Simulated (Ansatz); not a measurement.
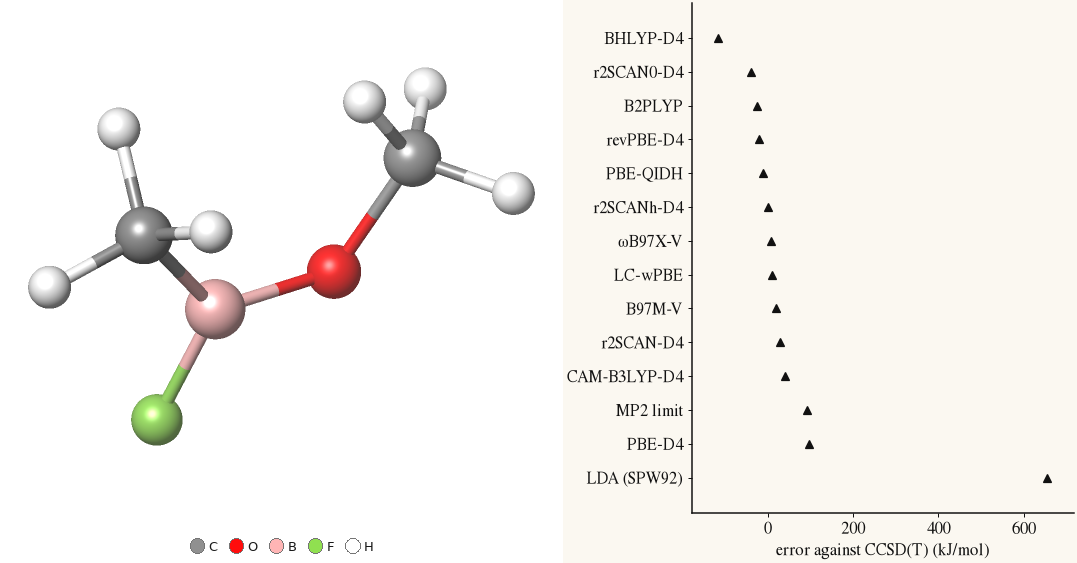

Error in the electronic atomisation energy (method less reference, so positive means overbinding) of C₂H₆BFO, SMILES COB(C)F: functionals in def2-TZVPP against frozen-core CCSD(T) at the limit (MP2 extrapolated from triple and quadruple zeta, plus CCSD(T) less MP2 in a smaller set), which gives 4539.8 kJ/mol, at a PBE0-D4/def2-TZVP geometry (with a soft imaginary mode, 26i cm⁻¹), no zero-point or spin-orbit term, the Ansatz code 0.2.0. The reference leaves out core correlation, a term that grows with the number of heavy atoms. B2PLYP and PBE-QIDH hold a correlation term that converges slowly with the basis, so part of the distance to the limit is basis error. No dispersion term is added to B2PLYP, PBE-QIDH and LC-wPBE. Limit means the basis limit.

> Which of these levels overbind, and which underbind?

Overbind: r2SCAN-D4, CAM-B3LYP-D4, MP2 limit, PBE-D4 and LDA (SPW92). Underbind: BHLYP-D4, r2SCAN0-D4 and B2PLYP. Within 25 kJ/mol of zero, too close to call in view of what the reference leaves out: revPBE-D4, PBE-QIDH, r2SCANh-D4, ωB97X-V, LC-wPBE and B97M-V.

> Give the values.

```
       level  kJ/mol
    BHLYP-D4  −116.4
  r2SCAN0-D4   −39.5
      B2PLYP   −26.1
   revPBE-D4   −21.4
    PBE-QIDH   −11.1
  r2SCANh-D4     0.3
     ωB97X-V     6.9
     LC-wPBE    11.1
      B97M-V    19.1
   r2SCAN-D4    28.0
CAM-B3LYP-D4    41.5
   MP2 limit    92.0
      PBE-D4    97.8
 LDA (SPW92)   655.2
```

Limits of at least one run: one conformer of a flexible molecule.
